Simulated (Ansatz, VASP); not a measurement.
# Bi (Bismuth): VASP beside Ansatz, part 2 of 2

Wanted: the spread between two codes on one cell, functional and k mesh. The cell is taken from a series of VASP runs on this material, whose earlier steps may have relaxed, scaled or displaced it; both programs get it as it stands. Valence electrons are named where the data sets of a main pair hold unlike numbers.

VASP 6.6.1 and Ansatz 0.2.0.

So far. Step 2 (Ansatz: single point, PBEsol): The run ends at a pressure of 0.10 GPa, with forces up to 0.084 eV/Å.

**6. VASP: band structure, PBEsol, spin-orbit coupling**

Level of this step: PBEsol, spin-orbit coupling; plane waves and PAW (Bi_d) (VASP).

The same cell, functional, mesh and smearing now go to VASP, with its own data sets.

File INCAR:

```
SYSTEM = Bi
PREC = Accurate
ENCUT = 400
EDIFF = 1E-06
NELM = 100
ISMEAR = 1
SIGMA = 0.2
LREAL = .FALSE.
ALGO = Normal
GGA = PS
LNONCOLLINEAR = .TRUE.
MAGMOM = 0 0 0 0 0 0
NBANDS = 42
GGA_COMPAT = .FALSE.
LASPH = .TRUE.
LSORBIT = .TRUE.
LORBIT = 11
LWAVE = .FALSE.
LCHARG = .FALSE.
KPAR = 2
```

File POSCAR:

```
Bi
1.0
    2.2584150306      1.3038965259      3.9179563407
   -2.2584150306      1.3038965259      3.9179563407
    0.0000000000     -2.6077930518      3.9179563407
Bi
2
Direct
    0.2351469672      0.2351469672      0.2351469672
    0.7648530328      0.7648530328      0.7648530328
```

File KPOINTS:

```
Automatic mesh
0
Gamma
5 5 5
0 0 0
```

File KPOINTS_OPT:

```
Line mode
16
Line-mode
Reciprocal
  0.00000000   0.00000000   0.00000000 GAMMA
  0.50000000   0.00000000   0.00000000 L

  0.50000000   0.00000000   0.00000000 L
  0.50000000   0.24050397  -0.24050397 B1

  0.75949603   0.50000000   0.24050397 B
  0.50000000   0.50000000   0.50000000 Z

  0.50000000   0.50000000   0.50000000 Z
  0.00000000   0.00000000   0.00000000 GAMMA

  0.00000000   0.00000000   0.00000000 GAMMA
  0.37025198   0.00000000  -0.37025198 X

  0.62974802   0.37025198   0.00000000 Q
  0.50000000   0.50000000   0.00000000 F

  0.50000000   0.50000000   0.00000000 F
  0.62974802   0.62974802   0.24050397 P1

  0.62974802   0.62974802   0.24050397 P1
  0.50000000   0.50000000   0.50000000 Z

  0.50000000   0.00000000   0.00000000 L
  0.75949603   0.37025198   0.37025198 P
```

Potentials, in the order of the species: Bi_d (PBE family, release 64).

Command:

```sh
mpirun -np 2 vasp_ncl
```

Numbers of over 12 decimals in the logs are rounded to 6 here.

What it wrote:

```text
[banner, memory and clock lines left out]
running    2 mpi-ranks, on    1 nodes
[...]
[... a notice as in an earlier step ...]

 LDA part: xc-table for (Slater+PW92), standard interpolation
 POSCAR, INCAR and KPOINTS ok, starting setup
[...]
entering main loop
       N       E                     dE             d eps       ncg     rms          rms(c)
DAV:   1     0.332388584198E+03    0.33239E+03   -0.13431E+04  1596   0.147E+03
DAV:   2     0.286456505205E+02   -0.30374E+03   -0.29560E+03  1596   0.444E+02
DAV:   3    -0.841913509939E+01   -0.37065E+02   -0.36445E+02  1880   0.180E+02
DAV:   4    -0.101672560742E+02   -0.17481E+01   -0.17412E+01  1846   0.421E+01
[...]
DAV:   9    -0.102438924490E+02    0.59653E-05   -0.25749E-04  2090   0.165E-01    0.128E-02
DAV:  10    -0.102438950189E+02   -0.25699E-05   -0.30544E-05  1804   0.530E-02    0.826E-03
DAV:  11    -0.102438950192E+02   -0.30423E-09   -0.37535E-06  1568   0.146E-02
   1 F= -.10243895E+02 E0= -.10244176E+02  d E =0.841947E-03  mag=    -0.0000    -0.0000     0.0000
 Start KPOINTS_OPT (optional k-point list driver)
k-point batch [1-19\144]
       N       E                     dE             ncg
DAV:   1     0.605295617480E+03   -0.60588E+04     1604
DAV:   2    -0.509929528749E+04   -0.57046E+04     1628
DAV:   3    -0.582979956312E+04   -0.73050E+03     1802
DAV:   4    -0.586577125370E+04   -0.35972E+02     1868
DAV:   5    -0.586764664104E+04   -0.18754E+01     2266
DAV:   6    -0.586768940844E+04   -0.42767E-01     2290
DAV:   7    -0.586769030973E+04   -0.90129E-03     2386
DAV:   8    -0.586769033309E+04   -0.23365E-04     2400
DAV:   9    -0.586769033348E+04   -0.39096E-06     1220
[...]
k-point batch [134-144\144]
       N       E                     dE             ncg
DAV:   1     0.543704321769E+04   -0.80828E+04      924
DAV:   2     0.210430346484E+04   -0.33327E+04      924
DAV:   3     0.169823315292E+04   -0.40607E+03     1100
DAV:   4     0.167922863808E+04   -0.19005E+02     1062
DAV:   5     0.167816892332E+04   -0.10597E+01     1258
DAV:   6     0.167813829386E+04   -0.30629E-01     1312
DAV:   7     0.167813774435E+04   -0.54951E-03     1332
DAV:   8     0.167813772976E+04   -0.14583E-04     1334
DAV:   9     0.167813772953E+04   -0.22769E-06      690
```

From OUTCAR (step 6):

```text
  Total        0.4072452      0.4072452      0.1546862      0.0000000      0.0000000      0.0000000
  in kB        9.4255961      9.4255961      3.5801765      0.0000000      0.0000000      0.0000000
  external PRESSURE =       7.4771229 kB  Pullay stress =       0.0000000 kB

 POSITION                                       TOTAL-FORCE (eV/Angst)
 -----------------------------------------------------------------------------------
      0.00000      0.00000      2.76389         0.000000      0.000000      0.061542
      0.00000      0.00000      8.98998         0.000000     -0.000000     -0.061542
 -----------------------------------------------------------------------------------
    total drift:                                0.000000      0.000000     -0.000000

  FREE ENERGIE OF THE ION-ELECTRON SYSTEM (eV)
  ---------------------------------------------------
  free  energy   TOTEN  =       -10.2438950192 eV

  energy  without entropy=      -10.2447369658  energy(sigma->0) =      -10.24417567

 magnetization (x)
# of ion       s       p       d       tot
------------------------------------------
    1        0.000  -0.000  -0.000  -0.000
    2        0.000  -0.000  -0.000  -0.000
--------------------------------------------------
tot          0.000  -0.000  -0.000  -0.000

 magnetization (y)
# of ion       s       p       d       tot
------------------------------------------
    1        0.000   0.000   0.000   0.000
    2        0.000   0.000   0.000   0.000
--------------------------------------------------
tot          0.000   0.000   0.000   0.000

 magnetization (z)
# of ion       s       p       d       tot
------------------------------------------
    1        0.000   0.000   0.000   0.000
    2        0.000   0.000   0.000   0.000
--------------------------------------------------
tot          0.000   0.000   0.000   0.000

[... 1 part as in an earlier step ...]

[... 2 further parts left out ...]
[key lines of the parts left out:]
E-fermi :   6.2966
```

The run ends at a pressure of 0.75 GPa, with forces up to 0.062 eV/Å.

**7. Side by side**

What differs besides the data sets and the points named for the pairs above, as far as they apply: spin-orbit coupling enters by fully relativistic files in Ansatz and inside the spheres in VASP. Total energies have different zeros and are not compared.

Both answers:

```tsv
quantity	Ansatz	VASP	difference
pressure (GPa)	0.94	0.75	+0.19
```

Forces (eV/Å; atoms numbered as in POSCAR):

```tsv
atom	Ansatz x, y, z	VASP x, y, z
Bi1	0.000, 0.000, 0.056	0.000, 0.000, 0.062
Bi2	0.000, 0.000, -0.056	0.000, 0.000, -0.062
```

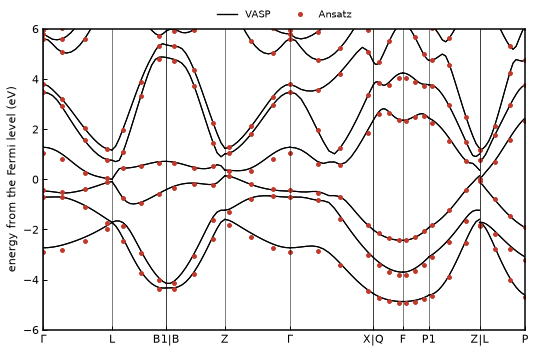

Bands from VASP (lines) and levels from Ansatz (dots). Dots without a line are higher empty bands that the VASP plot leaves out.

The forces differ by 2.9 meV/Å r.m.s., which is 8.3 % of the r.m.s. force of 0.036 eV/Å (both taken over all components). Levels from 3 eV below to 2 eV above the Fermi level differ by 84 meV r.m.s. and 225 meV at most; each VASP level is matched to the nearest of Ansatz, which flatters the figure a little.

**8. Other set-ups**

Further runs change the set-up of one program: Ansatz's method, potentials or start, or VASP's data sets, cutoff or form of LDA. The table gives Ansatz less VASP for each quantity, since a change that brings one quantity closer may part another.

```tsv
run	r.m.s. force difference (meV/Å)	pressure (GPa)
as above	2.9	0.19
cores kept as stored	2.8	0.19
Ansatz's larger PAW set (cutoff 600 eV)	1.1	0.21
norm-conserving potentials (cutoff 898 eV)	5.5	0.21
```

**9. Outcome**

```json
{
 "r.m.s. force difference (single point, PBEsol)": "4.1 meV/Å",
 "r.m.s. difference of levels near the Fermi level (band structure, PBEsol, spin-orbit coupling)": "84 meV"
}
```

**Reading.** The r.m.s. difference of levels near the Fermi level is 84 meV (band structure, PBEsol, spin-orbit coupling), beyond the 80 meV picked in this series as the mark of a large difference. Band structure, PBEsol, spin-orbit coupling, Ansatz's larger PAW set (cutoff 600 eV): r.m.s. force difference goes from 2.9 to 1.1 meV/Å. Band structure, PBEsol, spin-orbit coupling, norm-conserving potentials (cutoff 898 eV): r.m.s. force difference goes from 2.9 to 5.5 meV/Å. 1 further run of this series is not shown here. Such differences can come from data sets, numerical settings and the points named under the comparisons, not from the functional's error against experiment.

[Lines on the potential files, build, host, timing and source positions are cut from VASP's logs without a mark.]

[Logs are printed without paths, hosts, clocks, repeated set-up lines and the standing remarks that a program may print on its own settings, such as how far it seeks lower states.]

[Hosts, paths, dates, database ids (printed as entryN), source tags and the programs' standing remarks are cut or masked in the printed files.]
